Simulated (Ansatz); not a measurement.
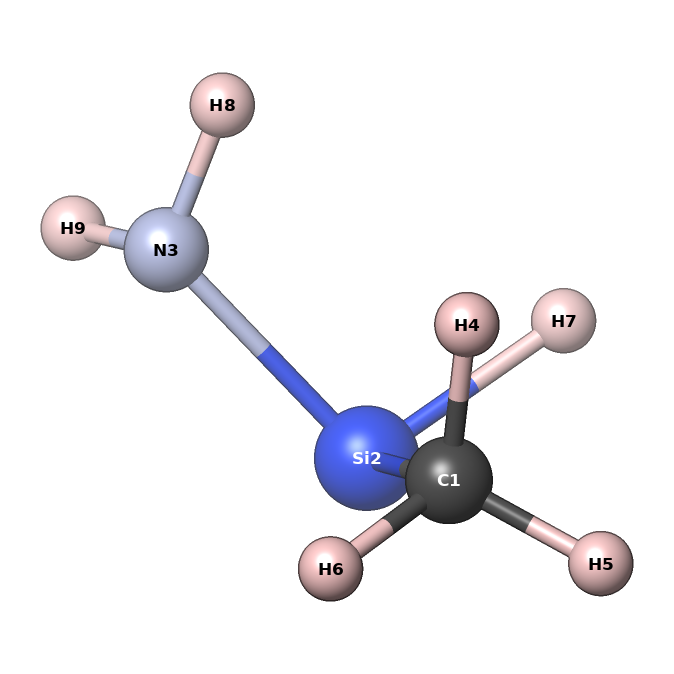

Si2 lies behind C1. The molecule seen a little off the C1–Si2 bond, C1 in front. Distant atoms are faded towards the background colour. The species has charge −1 and is a spin singlet. The computed structure is the end point of a PBE-D4/def2-SVPD optimisation. No frequency run is at hand to confirm it as a minimum.

Q: What is the torsion angle H4–C1–Si2–N3? The sign is positive where the front bond must turn clockwise to cover the back bond.

A: −43°, synclinal (gauche).
